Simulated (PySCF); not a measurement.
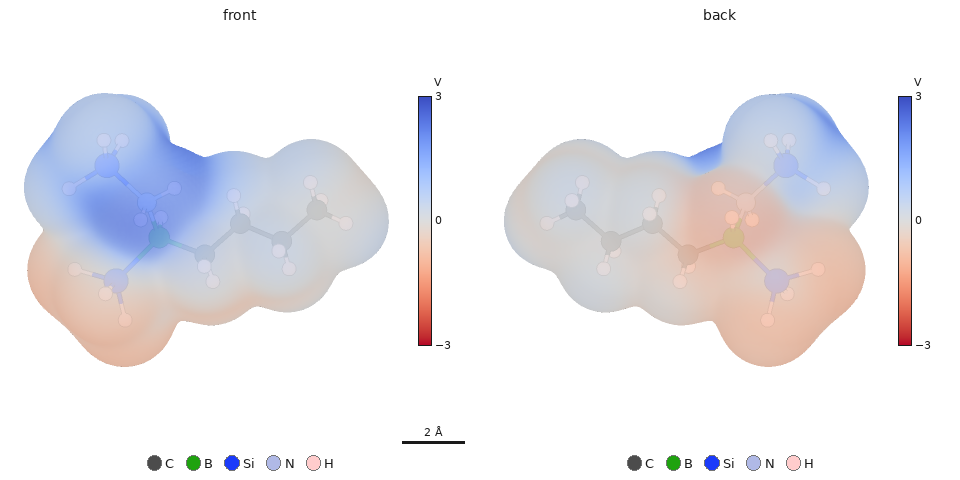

C4H18BNSi2. The molecular electrostatic potential painted on the density surface at 0.001 e/bohr³, seen from the front and from behind; red is negative and blue positive.

Geometry: GFN2-xTB.

Method: PBE0/pcSseg-1, SCF density, gas phase, non-relativistic (PySCF 2.14.0).

```xyz
26

C     3.9240    0.4221   -0.0339
C     2.7637   -0.4543    0.4232
C     1.4394   -0.0470   -0.2213
C     0.2672   -0.9208    0.2382
B    -1.1925   -0.5103   -0.3739
Si   -2.6201   -1.7774    0.1400
N    -1.5543    0.9710    0.3611
Si   -2.8145    2.0073   -0.3699
H     4.8513    0.1128    0.4439
H     4.0536    0.3519   -1.1119
H     3.7411    1.4654    0.2192
H     2.6692   -0.3889    1.5107
H     2.9763   -1.4962    0.1741
H     1.5313   -0.1163   -1.3077
H     1.2552    1.0088    0.0186
H     0.5011   -1.9506   -0.0459
H     0.2501   -0.9170    1.3359
H    -1.1279   -0.2510   -1.5401
H    -2.9601   -1.6838    1.5869
H    -3.9475   -1.5709   -0.4831
H    -2.3622   -3.2099   -0.0681
H    -1.7610    0.7300    1.3264
H    -0.6484    1.4354    0.3679
H    -4.0559    1.2514   -0.3517
H    -2.8826    3.1922    0.4960
H    -2.3176    2.3688   -1.6914
```

Which sites attract a positive test charge, and which a negative one?

Answer. A positive charge is drawn to the negative regions and a negative charge to the positive ones. The most negative region (about −0.8 V) lies over H18, the most positive (about +2.0 V) over Si8, H22 and H23.
